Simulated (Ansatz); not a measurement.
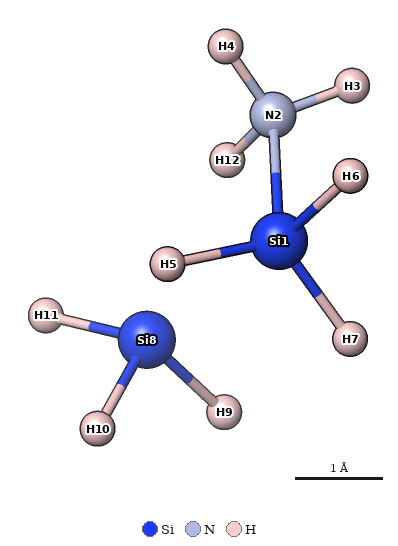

Fig. 1: The structure (ball-and-stick view, seen at a tilt; atoms are numbered from 1 in the order of the input). Bond lengths as drawn: H–N 1.03 to 1.07 Å, H–Si 1.47 to 1.51 Å and N–Si 1.92 Å.

## Frequency calculation, with input and output: Si2NH9

System: Si2NH9.
Method: RKS B3LYP-D4/6-31G* (Ansatz 0.2.0).

It belongs to a series of runs on one base structure; here: vibrations at the highest image of the band. Figures and captions count atoms from 1; the log counts them from 0 in places.

## What the program printed
```
Engine: ansatz 0.2.0, aarch64-unknown-linux-gnu
Functional definition: B3LYP
  parameter a0 = 0.2
  parameter ax = 0.72
  parameter ac = 0.81
  exchange = (1 - a0 - ax)*slater_x + ax*b88_x + a0*exact_x
  correlation = (1 - ac)*vwn_rpa_c + ac*lyp_c
815 factors; integrals over basis functions are off by at most 6.3e-4 eV
mean field evaluation 1: about -17386.2079 eV, gradient 4.1e1 eV
mean field evaluation 2: about -17384.6116 eV, gradient 5.1e1 eV
mean field evaluation 4: about -17389.8986 eV, gradient 1.4e0 eV
mean field evaluation 8: about -17389.9198 eV, gradient 1.2e-2 eV
mean field -17389.91977395 eV, -639.0677643815 hartree, gradient 2.3e-5 eV, S^2 0.000000; 0 other end points of the search recorded, 0 dependent functions left out
the calculation of the forces begins
reference -17389.92004561 eV, -639.0677743651 hartree; 22, 22 occupied and 49, 49 virtual orbitals, 815 factors
these checks for a lower state are left out or cut short: stability, starts, cluster_reference, orbital_swaps, neighbouring_geometries, increment
815 factors; integrals over basis functions are off by at most 6.3e-4 eV
mean field evaluation 16: about -17389.9064 eV, gradient 1.0e-1 eV
mean field -17389.91967804 eV, -639.0677608572 hartree, gradient 1.6e-6 eV, S^2 0.000000; 0 other end points of the search recorded, 0 dependent functions left out
[... from here on the field's lines of each further geometry are left out, up to the last ...]
the calculation of the forces begins
reference -17389.92001215 eV, -639.0677731354 hartree; 22, 22 occupied and 49, 49 virtual orbitals, 815 factors
these checks for a lower state are left out or cut short: stability, starts, cluster_reference, orbital_swaps, neighbouring_geometries, increment
815 factors; integrals over basis functions are off by at most 6.3e-4 eV
mean field -17389.91976835 eV, -639.0677641757 hartree, gradient 1.7e-6 eV, S^2 0.000000; 0 other end points of the search recorded, 0 dependent functions left out
the calculation of the forces begins
reference -17389.92003999 eV, -639.0677741584 hartree; 22, 22 occupied and 49, 49 virtual orbitals, 815 factors
WARN: phonons: modes at or below zero, which the zero-point energy, F, S and C_V leave out: 1, the lowest at -276.10 cm⁻¹. A minimum has none, and a first-order saddle one
Total energy: -17390.30015659 eV, -639.0817431859 hartree
Atom 0 at     0.076177     0.099954     0.084661 Å, force     0.011063     0.006725    -0.001770 eV/Å
Atom 1 at    -0.157976     0.131862     1.985205 Å, force     0.007334     0.021080     0.012793 eV/Å
Atom 2 at    -1.136696     0.095717     2.294527 Å, force     0.004014    -0.007861     0.000807 eV/Å
Atom 3 at     0.302019     0.930073     2.438163 Å, force    -0.013751     0.011312    -0.003535 eV/Å
Atom 4 at     1.444325     0.448500    -0.331458 Å, force    -0.000054     0.003531     0.002514 eV/Å
Atom 5 at    -0.763215     1.324196    -0.139721 Å, force     0.001016    -0.003358    -0.001296 eV/Å
Atom 6 at    -0.615000    -1.007194    -0.597838 Å, force    -0.000560    -0.003560     0.000487 eV/Å
Atom 7 at     1.550556    -2.445331     1.073445 Å, force    -0.005714    -0.006288    -0.001183 eV/Å
Atom 8 at     0.708665    -3.682905     0.880209 Å, force     0.002042    -0.003349     0.004143 eV/Å
Atom 9 at     2.335536    -2.396862    -0.215817 Å, force    -0.003932    -0.001010    -0.002111 eV/Å
Atom 10 at     2.592177    -2.908678     2.062363 Å, force    -0.000338     0.004885    -0.003397 eV/Å
Atom 11 at     0.374633    -0.778133     2.188962 Å, force    -0.001120    -0.022106    -0.007452 eV/Å
Dipole moment:    -0.788115     1.202264     0.472205 e Å
Vibrations: -276.10 54.18 95.98 197.73 254.76 260.54 294.03 473.47 525.64 586.79 808.75 819.75 860.23 893.48 954.44 955.58 980.45 1021.06 1225.83 1586.99 1622.35 2109.61 2116.43 2120.29 2168.51 2301.87 2341.20 2571.91 3383.69 3490.78 cm⁻¹, zero-point energy 2.298439 eV
```

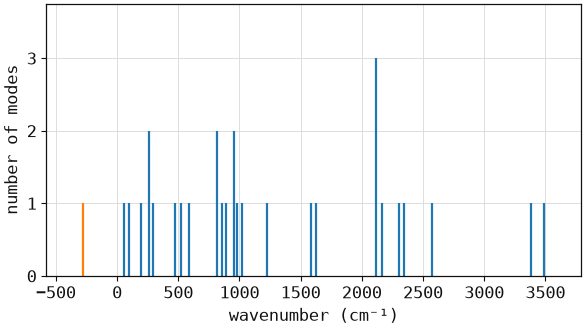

Fig. 2: Harmonic vibrational wavenumbers from the force constants; neighbouring modes closer than 17 cm⁻¹ are counted in one stick, and imaginary ones are drawn at negative wavenumbers. 30 modes from 276i to 3491 cm⁻¹, 1 imaginary beyond 8i (276i cm⁻¹): a first-order saddle point, if the geometry is stationary.

This output came from the following input.

## The input
```yaml
crystal:
  periodic: [false, false, false]
  atoms:
    - { symbol: Si, position_ang: [0.076177, 0.099954, 0.084661] }
    - { symbol: "N", position_ang: [-0.157976, 0.131862, 1.985205] }
    - { symbol: H, position_ang: [-1.136696, 0.095717, 2.294527] }
    - { symbol: H, position_ang: [0.302019, 0.930073, 2.438163] }
    - { symbol: H, position_ang: [1.444325, 0.4485, -0.331458] }
    - { symbol: H, position_ang: [-0.763215, 1.324196, -0.139721] }
    - { symbol: H, position_ang: [-0.615, -1.007194, -0.597838] }
    - { symbol: Si, position_ang: [1.550556, -2.445331, 1.073445] }
    - { symbol: H, position_ang: [0.708665, -3.682905, 0.880209] }
    - { symbol: H, position_ang: [2.335536, -2.396862, -0.215817] }
    - { symbol: H, position_ang: [2.592177, -2.908678, 2.062363] }
    - { symbol: H, position_ang: [0.374633, -0.778133, 2.188962] }
basis:
  gaussian: { orbitals: "6-31G*" }
hamiltonian:
  xc: b3lyp
  dispersion: d4
phonons: {}
```

Launched with:
```bash
ansatz run input.yaml --threads 1 --pin off --max-ram 2048MiB --backend cpu --events-out ev --progress --plain --runs-dir out
```

## Summary

- outcome: converged
- total energy: −17390.3002 eV
- mean-field energy: −17389.9200 eV
- largest force (length of the vector): 0.026 eV/Å
- hardware: 1 thread of Arm Neoverse V2, 24 GiB of memory available, shared host
- wall time: 2.5 min
- peak memory: 0.14 GiB
